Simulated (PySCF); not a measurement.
```xyz
20

C     2.5865    0.0189    0.0234
C     1.1503    0.4470   -0.0320
C     0.7970    1.7891   -0.1746
C    -0.5360    2.1890   -0.2151
C    -1.5347    1.2248   -0.1078
C    -1.2274   -0.1283    0.0366
C    -2.3040   -1.1642    0.1666
C     0.1282   -0.5218    0.0692
N     0.4557   -1.8541    0.2588
H     2.8476   -0.6617   -0.8079
H     3.2613    0.8831   -0.0421
H     2.8141   -0.5158    0.9619
H     1.5932    2.5350   -0.2533
H    -0.7946    3.2440   -0.3270
H    -2.5867    1.5232   -0.1331
H    -2.2105   -1.7289    1.1104
H    -2.2703   -1.9020   -0.6561
H    -3.3014   -0.7045    0.1483
H     1.3811   -2.1332   -0.0375
H    -0.2544   -2.5288    0.0083
```

Geometry: PBE0-D3(BJ)/def2-SVP.

All numbers below come from PySCF 2.14.0, PBE0/pcSseg-1, SCF density, in a chloroform solvent model, non-relativistic.

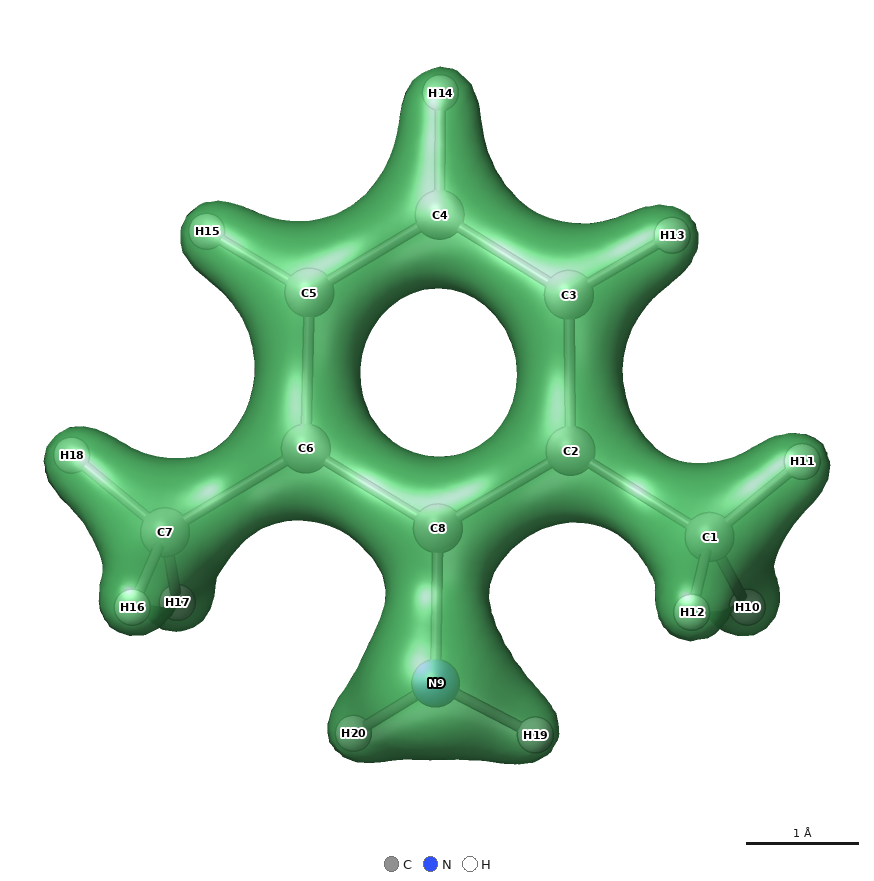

C8H11N (SMILES Cc1cccc(C)c1N). Isosurface of the electron density at 1 e/Å³ (green), seen at a tilt.

Question: Which contacts does the surface bridge?

Answer: At this value the surface is in one piece. It bridges the sampled C–N (1.38 Å), C–C (1.39 Å), N–H (1.01 Å) and C–C (1.50 Å) contacts, where the density stays above the isovalue. On the grid the lowest density along these lines, outside the cores, is 2.1 e/Å³ (C–N, 1.38 Å), 2.1 e/Å³ (C–C, 1.39 Å), 2.3 e/Å³ (N–H, 1.01 Å) and 1.7 e/Å³ (C–C, 1.50 Å).
